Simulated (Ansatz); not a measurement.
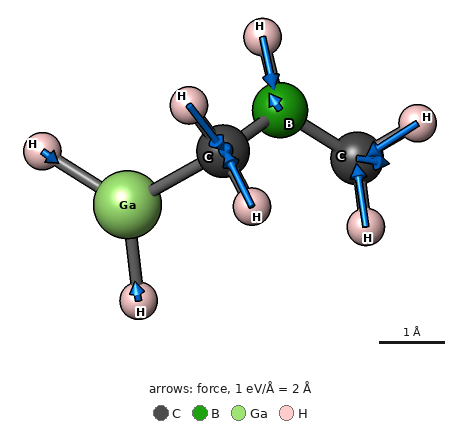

Starting geometry of C₂H₈BGa with the computed forces as blue arrows. Style: ball-and-stick. Shown at a tilt.

The start comes from PBE-D4/def2-SVP.

Method: RKS PBE0-D4/def2-TZVP (Ansatz 0.2.0). (force threshold 0.005 eV/Å; at most 150 steps)

### Is this structure relaxed? If not, where do the atoms go?

It isn't relaxed: the largest force vector, on H atoms, is 0.54 eV/Å. The final displacements have little in common with the starting forces (cosine between the two patterns 0.16). The energy falls by 0.034 eV in 19 accepted moves (20 points after the start). Largest force component: 0.48 eV/Å at the start, 0.0025 eV/Å at the end. The line search rejected the trial step at point 16 of the run. The atom that moves furthest after the best rigid fit is an H atom (0.23 Å). Largest moves by element: H 0.23 Å, C 0.05 Å, Ga 0.02 Å, B 0.02 Å. Among the contacts that change: B–H 1.226 → 1.206 Å, C–H 1.109 → 1.093 Å, B–C 1.540 → 1.527 Å, C–Ga 2.009 → 1.997 Å. The run took 67 s on 4 threads of Arm Neoverse V1, on a shared host.
